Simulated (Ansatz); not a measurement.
C4H8ClFSi (SMILES F[Si]1(Cl)CCCC1)

```yaml
atoms:
  - { symbol: C, position_ang: [0.8781, 1.8092, 0.2298] }
  - { symbol: C, position_ang: [0.9824, 0.9077, 1.4733] }
  - { symbol: C, position_ang: [-0.2604, 0.0078, 1.5457] }
  - { symbol: C, position_ang: [-0.4672, -0.6718, 0.1797] }
  - { symbol: Cl, position_ang: [1.2816, 0.0273, -2.5261] }
  - { symbol: F, position_ang: [-1.2209, 1.3914, -1.7331] }
  - { symbol: Si, position_ang: [0.0469, 0.6791, -1.0069] }
  - { symbol: H, position_ang: [1.8436, 2.2203, -0.0966] }
  - { symbol: H, position_ang: [0.2033, 2.6620, 0.4195] }
  - { symbol: H, position_ang: [1.1040, 1.4952, 2.3969] }
  - { symbol: H, position_ang: [1.8803, 0.2706, 1.3880] }
  - { symbol: H, position_ang: [-1.1405, 0.6315, 1.7819] }
  - { symbol: H, position_ang: [-0.1730, -0.7280, 2.3608] }
  - { symbol: H, position_ang: [-1.4918, -1.0392, 0.0221] }
  - { symbol: H, position_ang: [0.2125, -1.5324, 0.0627] }
```

Geometry: PBE0-D3(BJ)/def2-SVP.

All numbers below come from isolated molecule in a Gaussian basis; Kohn-Sham density functional theory, functional PBE0 (Ansatz 0.2.0).

What will maps of the electron density and electron localisation function show?

C–Si (1.87 Å): ρ at the midpoint is about 0.99 e/Å³; the ELF peaks at about 0.95 between the atoms (a covalent bond).

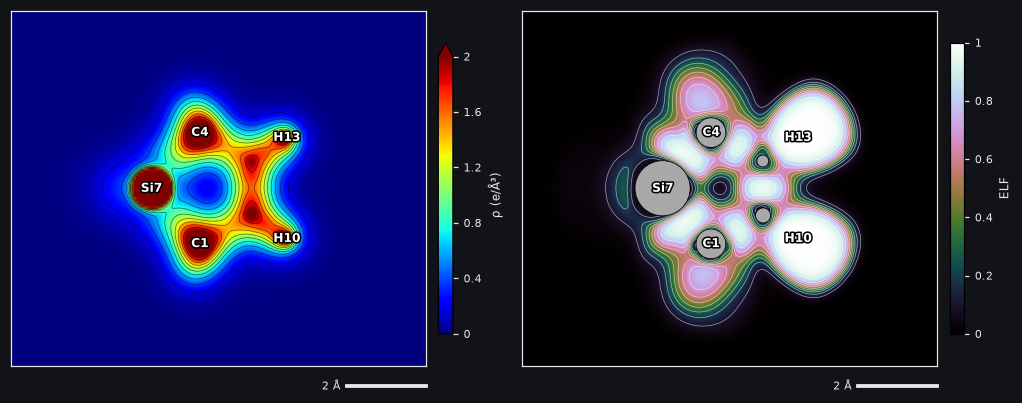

Computed electron density and electron localisation function on the plane of atoms C1, Si7 and C4, in this order. Grey discs cover the atomic cores in the ELF map. 
